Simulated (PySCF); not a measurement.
C4H11F2NSi

```tsv
atom	x (Å)	y (Å)	z (Å)
C	-1.6806	0.6459	0.1471
C	-0.8125	-0.6028	0.2553
C	-1.1065	-1.5222	-0.9059
F	-0.6242	-1.0280	-2.0774
F	-0.5022	-2.7299	-0.7455
Si	1.0639	-0.1957	0.3484
C	1.5653	1.1379	-0.8993
N	1.2217	0.5140	1.9161
H	-1.4511	1.3251	0.9627
H	-2.7403	0.3943	0.1908
H	-1.4879	1.1562	-0.7933
H	-1.1034	-1.1589	1.1505
H	-2.1815	-1.7160	-1.0602
H	1.8175	-1.4367	0.1116
H	1.1254	2.0995	-0.6535
H	1.2571	0.8736	-1.9049
H	2.6433	1.2616	-0.9088
H	2.0807	0.9906	2.1356
H	0.9057	0.0005	2.7233
```

Geometry: GFN2-xTB.

All numbers below come from PBE0/pcSseg-1, SCF density, gas phase, non-relativistic (PySCF 2.14.0).

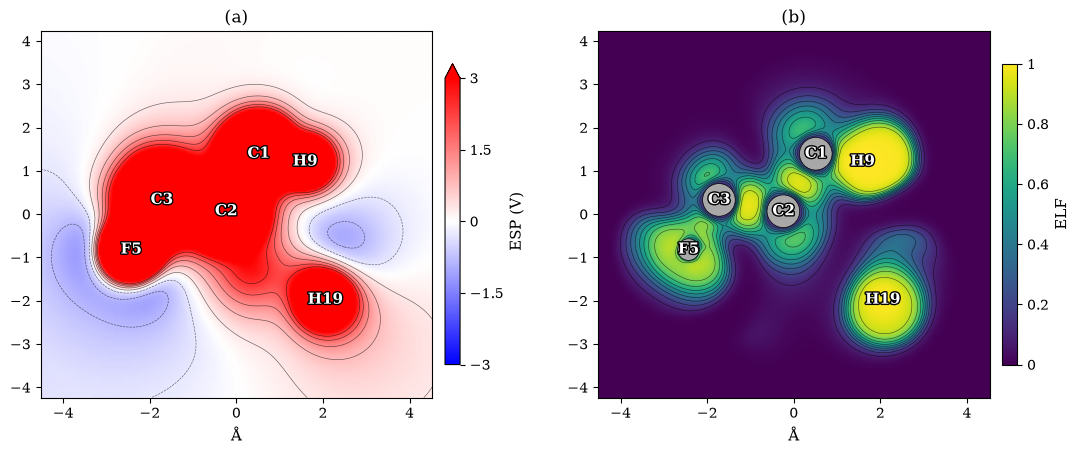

Figure 1. (a) electrostatic potential; (b) electron localisation function on the plane of atoms C1, C2 and C3. Grey discs cover the atomic cores in the ELF map.

**Describe what can be read from this map.**

The plane passes through C, F and H nuclei. C–F (1.36 Å): the ELF peaks at about 0.85 between the atoms (a shared but strongly polarised pair). C–C (1.51 Å): the ELF peaks at about 0.95 between the atoms: localised, covalent bonding. C–H (1.09 Å): the ELF climbs to about 1 towards the hydrogen, as it does in any bond to H (an ordinary covalent bond to hydrogen). The ELF also peaks beside F5, away from the bonds: lone-pair regions. Outside the dense part of the molecule the potential is most negative (−1.1 V) near F5.

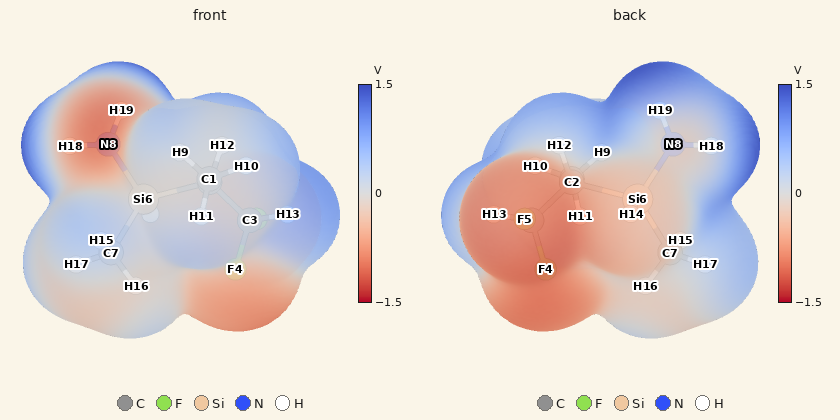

Figure 2. The molecular electrostatic potential painted on the density surface at 0.001 e/bohr³, seen from the front and from behind; red is negative and blue positive.

**Which sites attract a positive test charge, and which a negative one?**

A positive charge is drawn to the negative regions and a negative charge to the positive ones. The most negative region (about −1.0 V) lies over F5, the most positive (about +1.3 V) over H18 and H19.

**What dipole moment does the calculation give?**

Its dipole moment is 2.46 D.
